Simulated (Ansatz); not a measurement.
A series of calculations on SiH5O3

**1. Relaxation**

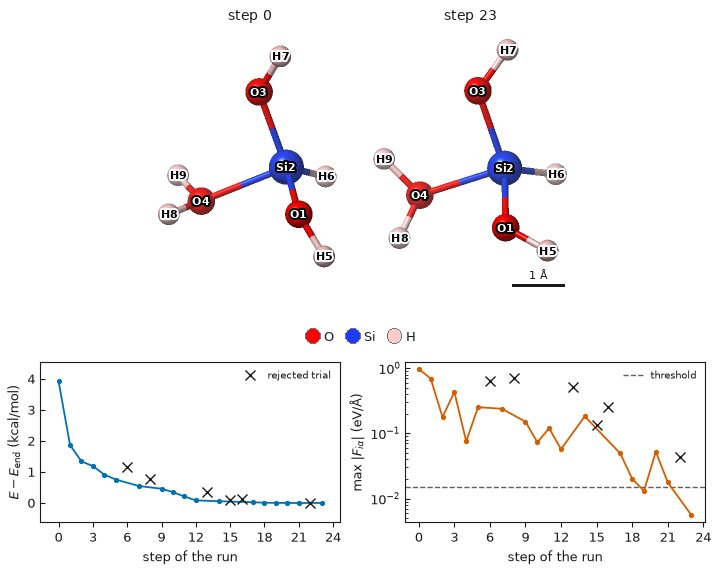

First and last geometry of a relaxation of SiH5O3 (charge +1), with the history of the run. A ball-and-stick model, seen at a tilt.

The run prepares an end point of a later path (torsion) calculation, from a guessed geometry.

Theory: RKS PBE-D4/def2-SVP in Ansatz. Set-up: no spin polarisation; force threshold 0.015 eV/Å; at most 40 steps.

### What do the curves and the structures tell?

It converged. The largest move after the best rigid fit is that of H9, 0.70 Å. Largest moves by element: H 0.70 Å, O 0.37 Å, Si 0.05 Å. Among the contacts that change: O1–Si2 1.584 → 1.631 Å, Si2–H6 1.435 → 1.480 Å, Si2–O3 1.587 → 1.630 Å, O1–H5 0.955 → 0.975 Å. Bond angles that change, for instance: O4–Si2–H6 98.7° → 106.6°, Si2–O1–H5 131.8° → 124.5°, O1–Si2–O4 101.0° → 94.8°. Groups turn about O1–Si2 by about 50°, Si2–O3 by about 50°, Si2–O4 by about 45°. The energy falls by 3.93 kcal/mol in 17 accepted moves (23 points after the start). The largest force component goes from 0.97 to 0.0056 eV/Å. The line search rejected the trial steps at points 6, 8, 13, 15, 16, 22 of the run. The forces were under the threshold at step 19, but the run went on from there. Cost: 53 s on 1 thread of Arm Neoverse V1 (shared host), peak memory 0.11 GiB.

```csv
step,"E − E(0), kcal/mol","largest force component, eV/Å",note
0,0.00,0.9696,
1,-2.05,0.6936,
2,-2.58,0.1780,
3,-2.74,0.4299,
4,-3.01,0.0755,
5,-3.17,0.2524,
6,-2.78,0.6263,rejected
7,-3.38,0.2386,
8,-3.14,0.7160,rejected
9,-3.47,0.1513,
10,-3.58,0.0730,
11,-3.72,0.1198,
12,-3.84,0.0573,
13,-3.57,0.5166,rejected
14,-3.87,0.1825,
15,-3.82,0.1337,rejected
16,-3.81,0.2510,rejected
17,-3.90,0.0492,
18,-3.92,0.0202,
19,-3.92,0.0131,
20,-3.92,0.0525,
21,-3.92,0.0178,
22,-3.92,0.0429,rejected
23,-3.93,0.0056,
```

**2. Relaxation**

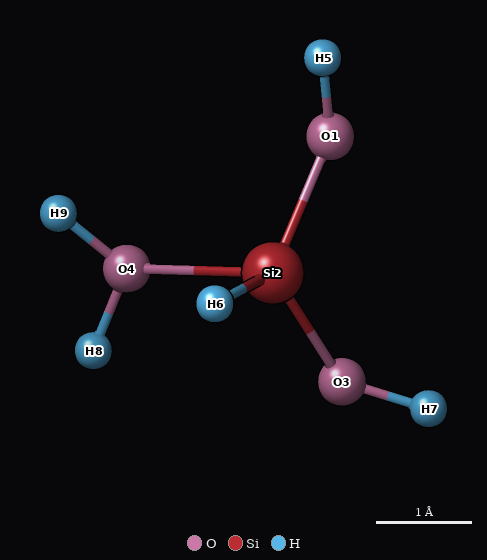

Starting structure of SiH₅O₃ (charge +1). Style: ball-and-stick. Shown at a tilt.

The run prepares an end point of a later path (torsion) calculation, from a guessed geometry.

Level of theory: RKS PBE-D4/def2-SVP in Ansatz 0.2.0.

Input file:
```yaml
crystal:
  periodic: [false, false, false]
  atoms:
    - { symbol: O, position_ang: [-0.20471, 0.6699, -1.4666] }
    - { symbol: Si, position_ang: [0.15415, 0.53962, 0.07116] }
    - { symbol: O, position_ang: [1.53052, -0.20981, 0.31923] }
    - { symbol: O, position_ang: [-0.93583, -0.8872, 0.57103] }
    - { symbol: H, position_ang: [-0.83186, 1.22146, -1.92929] }
    - { symbol: H, position_ang: [-0.29672, 1.5034, 1.03338] }
    - { symbol: H, position_ang: [2.41431, 0.02365, 0.04262] }
    - { symbol: H, position_ang: [-0.65183, -1.37806, 1.3589] }
    - { symbol: H, position_ang: [-1.89101, -0.72751, 0.60117] }
total_charge: 1
basis:
  gaussian: { orbitals: def2-SVP }
hamiltonian:
  xc: pbe
  dispersion: d4
relax:
  f_tol: 0.015
  max_steps: 40
```

Run as
```bash
ansatz run input.yaml --threads 1 --pin off --max-ram 2048MiB --backend cpu --events-out ev --progress --plain --runs-dir out
```

Q: Where does the relaxation end?

A: The largest move after the best rigid fit is that of O1, 0.47 Å. Largest moves by element: O 0.47 Å, H 0.44 Å, Si 0.04 Å. Some distances before and after: Si2–H6 1.435 → 1.481 Å, O1–Si2 1.584 → 1.630 Å, Si2–O3 1.587 → 1.630 Å, O1–H5 0.955 → 0.975 Å. Bond angles that change, for instance: O4–Si2–H6 98.7° → 106.7°, Si2–O1–H5 131.8° → 124.7°, O1–Si2–O4 101.0° → 94.5°. Groups turn about O1–Si2 by about 50°, Si2–O3 by about 50°. The energy falls by 5.80 kcal/mol in 27 accepted moves (30 points after the start). The largest force component goes from 0.89 to 0.01 eV/Å. The line search rejected the trial steps at points 19, 22, 27 of the run.

History of the run:

```json
{"step": "0", "E − E(0), kcal/mol": "0.00", "largest force component, eV/Å": "0.8924", "note": ""}
{"step": "1", "E − E(0), kcal/mol": "-2.76", "largest force component, eV/Å": "0.6112", "note": ""}
{"step": "2", "E − E(0), kcal/mol": "-3.78", "largest force component, eV/Å": "0.4166", "note": ""}
{"step": "3", "E − E(0), kcal/mol": "-4.43", "largest force component, eV/Å": "0.5842", "note": ""}
{"step": "4", "E − E(0), kcal/mol": "-4.45", "largest force component, eV/Å": "0.5088", "note": ""}
{"step": "5", "E − E(0), kcal/mol": "-4.50", "largest force component, eV/Å": "0.5638", "note": ""}
{"step": "6", "E − E(0), kcal/mol": "-5.11", "largest force component, eV/Å": "0.3254", "note": ""}
{"step": "7", "E − E(0), kcal/mol": "-5.20", "largest force component, eV/Å": "0.2055", "note": ""}
{"step": "8", "E − E(0), kcal/mol": "-5.26", "largest force component, eV/Å": "0.0482", "note": ""}
{"step": "9", "E − E(0), kcal/mol": "-5.29", "largest force component, eV/Å": "0.1219", "note": ""}
{"step": "10", "E − E(0), kcal/mol": "-5.31", "largest force component, eV/Å": "0.2662", "note": ""}
{"step": "11", "E − E(0), kcal/mol": "-5.34", "largest force component, eV/Å": "0.1318", "note": ""}
{"step": "12", "E − E(0), kcal/mol": "-5.36", "largest force component, eV/Å": "0.0485", "note": ""}
{"step": "13", "E − E(0), kcal/mol": "-5.38", "largest force component, eV/Å": "0.1240", "note": ""}
{"step": "14", "E − E(0), kcal/mol": "-5.39", "largest force component, eV/Å": "0.1118", "note": ""}
{"step": "15", "E − E(0), kcal/mol": "-5.41", "largest force component, eV/Å": "0.1540", "note": ""}
{"step": "16", "E − E(0), kcal/mol": "-5.42", "largest force component, eV/Å": "0.1895", "note": ""}
{"step": "17", "E − E(0), kcal/mol": "-5.46", "largest force component, eV/Å": "0.2072", "note": ""}
{"step": "18", "E − E(0), kcal/mol": "-5.53", "largest force component, eV/Å": "0.6820", "note": ""}
{"step": "19", "E − E(0), kcal/mol": "-2.73", "largest force component, eV/Å": "2.2391", "note": "rejected"}
{"step": "21", "E − E(0), kcal/mol": "-5.73", "largest force component, eV/Å": "0.0659", "note": ""}
{"step": "22", "E − E(0), kcal/mol": "-5.69", "largest force component, eV/Å": "0.3036", "note": "rejected"}
{"step": "23", "E − E(0), kcal/mol": "-5.76", "largest force component, eV/Å": "0.0485", "note": ""}
{"step": "24", "E − E(0), kcal/mol": "-5.77", "largest force component, eV/Å": "0.0674", "note": ""}
{"step": "25", "E − E(0), kcal/mol": "-5.80", "largest force component, eV/Å": "0.0235", "note": ""}
{"step": "26", "E − E(0), kcal/mol": "-5.80", "largest force component, eV/Å": "0.0487", "note": ""}
{"step": "27", "E − E(0), kcal/mol": "-5.79", "largest force component, eV/Å": "0.1520", "note": "rejected"}
{"step": "28", "E − E(0), kcal/mol": "-5.80", "largest force component, eV/Å": "0.0420", "note": ""}
{"step": "29", "E − E(0), kcal/mol": "-5.80", "largest force component, eV/Å": "0.0203", "note": ""}
{"step": "30", "E − E(0), kcal/mol": "-5.80", "largest force component, eV/Å": "0.0102", "note": ""}
```

The structure at the end:

```xyz
9

O    -0.6474    0.5561   -1.3679
Si    0.1231    0.5690    0.0688
O     1.4705   -0.3344    0.2313
O    -0.9834   -0.7038    0.8400
H    -0.7506    1.3325   -1.9487
H     0.0086    1.7907    0.8978
H     2.3714    0.0237    0.3350
H    -0.5397   -1.4911    1.2342
H    -1.7655   -0.9873    0.3111
```

After the run, drawn alike:

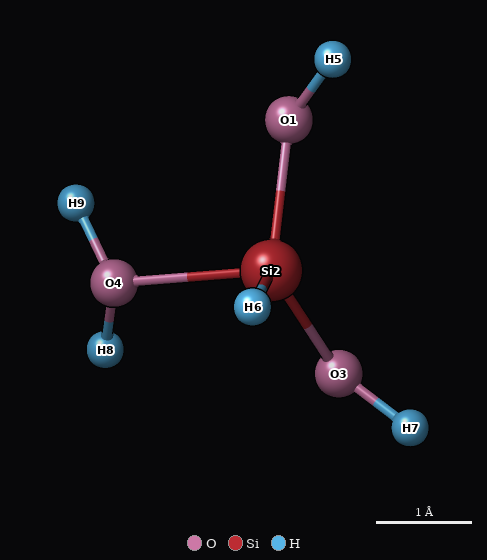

**3. Path**

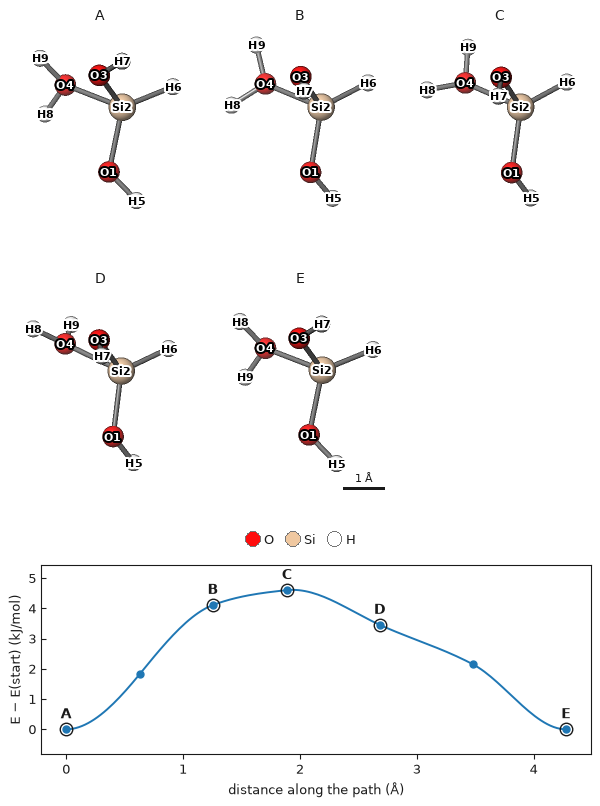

A search for the minimum-energy path of SiH5O3 (charge +1) by the nudged elastic band. Images are numbered from 0 (start) to 6 (end). Frames A to E are images 0, 2, 3, 4, 6. A ball-and-stick model, seen from a free direction.

Method: Ansatz, RKS PBE-D4/def2-SVP. Set-up: 5 movable images; climbing image; force threshold 0.03 eV/Å; iteration limit 60; starting path through a guess of the saddle point.

Q: What happens along the path, and what is the barrier?

A: The motion is a rotation about the Si2–O4 bond. No bond forms or breaks between the ends. Among the angles between lasting bonds that change up to the highest image: O4–Si2–H6 106.6° → 96.9°, O1–Si2–O4 94.8° → 102.6°. The barrier is about 4.61 kJ/mol in both directions, with image 3 at the top; the ends have the same energy. The band converged in 16 iterations. The largest component of the band force went from 37 to 0.026 eV/Å. The climbing image converged on the top of the path. Its vibrational analysis gives one imaginary mode (101i cm⁻¹), as a transition state must have.

Cost: 2.8 min on 1 thread of Arm Neoverse V1, on a shared host, peak memory 0.12 GiB.
